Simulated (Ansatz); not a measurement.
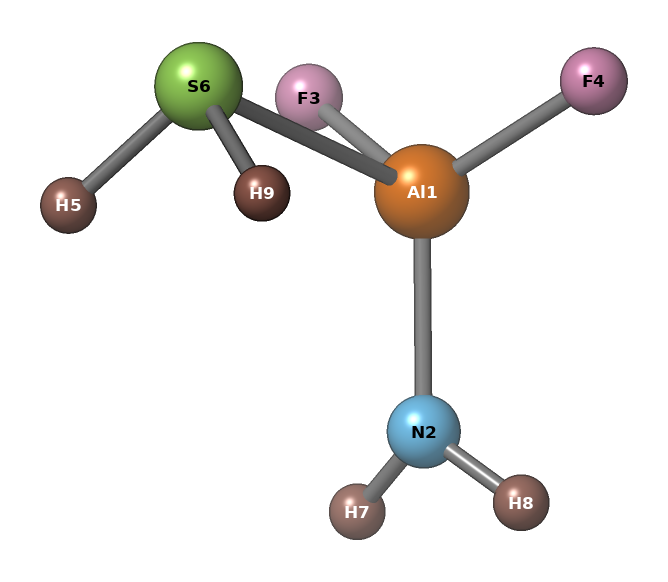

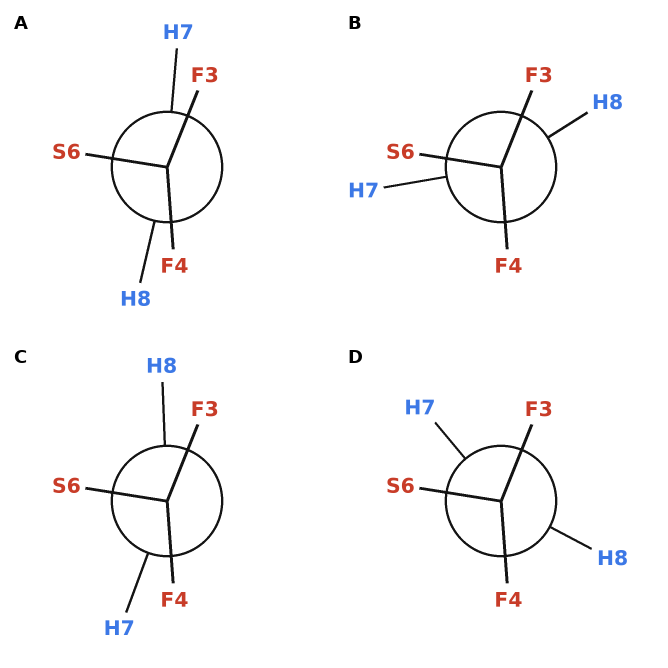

Depth is shown by fading: the farther an atom, the more it takes the colour of the background. Bonds that would overlap in a projection are set slightly apart. The computed structure is the end point of a PBE0-D4/def2-TZVP optimisation.

> Which Newman projection shows the view along Al1–N2, with Al1 in front?

A. The torsion angle S6–Al1–N2–H7 is 101°, anticlinal.
